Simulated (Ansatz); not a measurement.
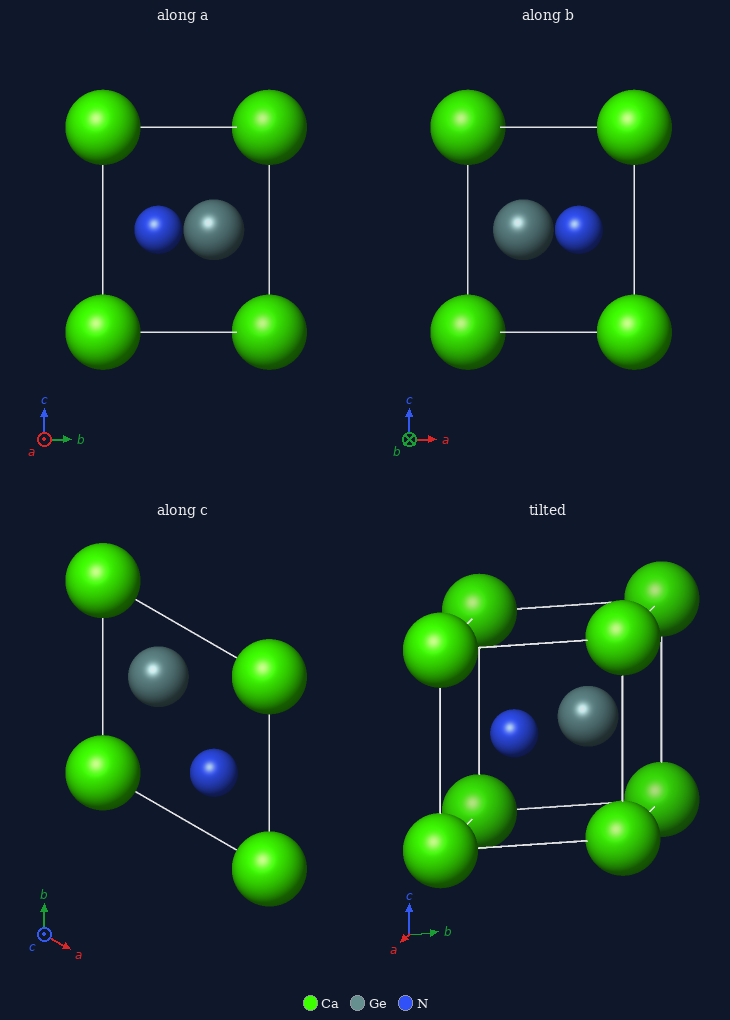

View along the a axis, along the b axis, along the c axis and slightly off an axis, drawn as a spheres-only model. Thin lines show the conventional unit cell, with boundary atoms drawn in all their periodic places.

Lattice parameters: a = 3.8137 Å, b = 3.8137 Å, c = 4.0655 Å, α = 90.000°, β = 90.000°, γ = 120.000°.

Convert the drawing into a CIF in P1 with every atom of the cell.

Answer.
```cif
data_structure
_symmetry_space_group_name_H-M 'P 1'
_symmetry_Int_Tables_number 1
_cell_length_a 3.8137
_cell_length_b 3.8137
_cell_length_c 4.0655
_cell_angle_alpha 90.000
_cell_angle_beta 90.000
_cell_angle_gamma 120.000
_cell_volume 51.21
loop_
_atom_site_label
_atom_site_type_symbol
_atom_site_fract_x
_atom_site_fract_y
_atom_site_fract_z
_atom_site_occupancy
Ca1 Ca 0.0000 0.0000 0.0000 1
Ge1 Ge 0.3333 0.6667 0.5000 1
N1 N 0.6667 0.3333 0.5000 1
```

The model was built from a structure type filled with these elements by a generator (whether the compound takes this form wasn't checked). The picture shows the end point of a geometry optimisation with DFT PBE, scalar-relativistic, plane waves, PAW in Ansatz 0.2.0.
